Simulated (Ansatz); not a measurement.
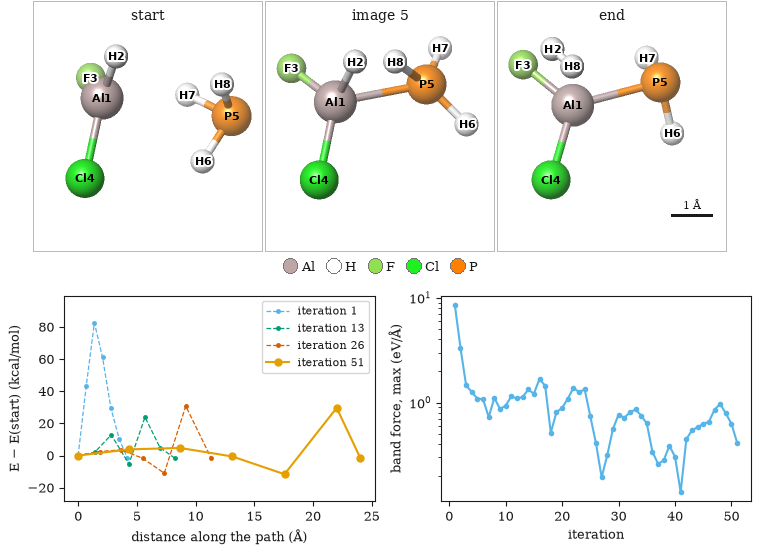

A nudged-elastic-band calculation for AlPH4ClF, made up at the start of AlHClF and PH3. Images are numbered from 0 (start) to 6 (end). The plot follows the band through its iterations. A ball-and-stick model, seen at a tilt.

All numbers below come from RKS CAM-B3LYP/def2-SVP (Ansatz). Set-up: 5 movable images; climbing image; force threshold 0.05 eV/Å; iteration limit 51; starting path through a guess of the saddle point.

How did the profile develop, and is the result final?

The result isn't final. The band hadn't converged when the run stopped after 51 iterations. The largest component of the band force went from 8.5 to 0.42 eV/Å. The barrier read from it is provisional, though the highest image hardly moved in the last two iterations. The first iteration put the highest image at 82.6 kcal/mol. Relative to the start the highest point is image 5 at +29.7 kcal/mol and the end lies at −1.7 kcal/mol, but the profile dips to −11.6 kcal/mol at image 4 on the way, so there may be more than one step; on an unconverged band the side maxima are provisional.

Limits of the set-up: the start holds two separate molecules, 2.4 Å apart at their closest, whose relative position is a soft coordinate and is computed without a dispersion correction.
